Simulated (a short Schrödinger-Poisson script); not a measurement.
Stack: gated Al0.2Ga0.8As/GaAs modulation-doped gas, at 20 K.

```
layer      material  thickness (nm)  Nd (cm⁻³)  Na (cm⁻³)
-----  ------------  --------------  ---------  ---------
1      Al0.2Ga0.8As              15          -          -
2      Al0.2Ga0.8As              40     2.2e18          -
3      Al0.2Ga0.8As               2          -          -
4              GaAs            6000          -       4e15
```

Constants are typed, rounded textbook-type inputs, not results; the design itself was drawn at random and stands for no fabricated device. Al0.2Ga0.8As: permittivity 12.33, conduction-band edge (eV) 0.158, gap (eV) 1.673, electron mass (mₑ) 0.0836, Nv at 300 K (cm⁻³) 9e18. GaAs: permittivity 12.9, conduction-band edge (eV) 0, gap (eV) 1.424, Nv at 300 K (cm⁻³) 9e18.

Channel valleys (confinement mass, in-plane density-of-states mass, number): Γ 0.067, 0.067, 1. At the gate the conduction-band edge of layer 1 lies 0.91 eV − eVg above the Fermi level of the channel; the field vanishes at the back. Donor level 0.02 eV below the band edge. The barrier under the gate holds no holes. Gaps are held at their typed values at every temperature. Mesh 0.08 nm at interfaces.

Solved with a short Schrödinger-Poisson script written for these runs: 1D Poisson equation in equilibrium, electrons quantum, Hartree (BenDaniel-Duke, 40 states a valley, the channel's in-plane mass for all, wave functions free to enter the barrier), parabolic valleys, classical holes, donors ionised by Fermi statistics, acceptors fully, no traps, pinning or gate leakage.

Only gate voltages with over 1e8 electrons/cm² are shown.

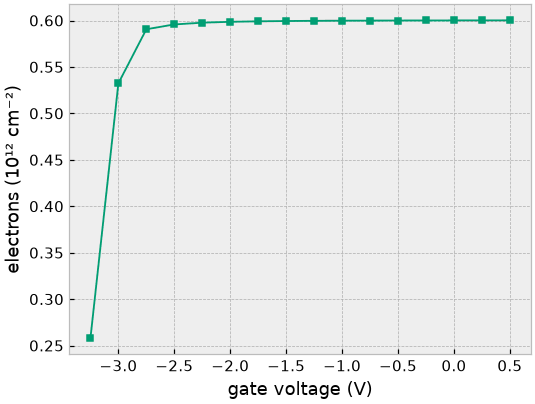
Fig. 1. Sheet density against gate voltage

```tsv
Vg (V)	electrons (cm⁻²)	in the channel layer	C (μF/cm²)	Γ E0 (meV)	Γ E1 (meV)
0.5	6.00e11	5.55e11	0.506	-21.4	16.9
0.25	6.00e11	5.55e11	0.438	-21.4	17.7
0	6.00e11	5.55e11	0.392	-21.4	18.5
-0.25	6.00e11	5.55e11	0.358	-21.4	19.1
-0.5	6.00e11	5.55e11	0.331	-21.4	19.5
-0.75	6.00e11	5.55e11	0.310	-21.4	19.8
-1	6.00e11	5.55e11	0.292	-21.4	20.0
-1.25	6.00e11	5.55e11	0.277	-21.4	20.1
-1.5	5.99e11	5.55e11	0.264	-21.4	20.3
-1.75	5.99e11	5.54e11	0.253	-21.4	20.4
-2	5.99e11	5.54e11	0.243	-21.4	20.5
-2.25	5.98e11	5.53e11	0.234	-21.4	20.6
-2.5	5.96e11	5.52e11	0.226	-21.3	20.7
-2.75	5.91e11	5.47e11	0.218	-21.1	20.9
-3	5.32e11	4.96e11	0.181	-19.0	22.7
-3.25	2.58e11	2.46e11	0.176	-9.2	30.0
```

Subbands count from the Fermi level.
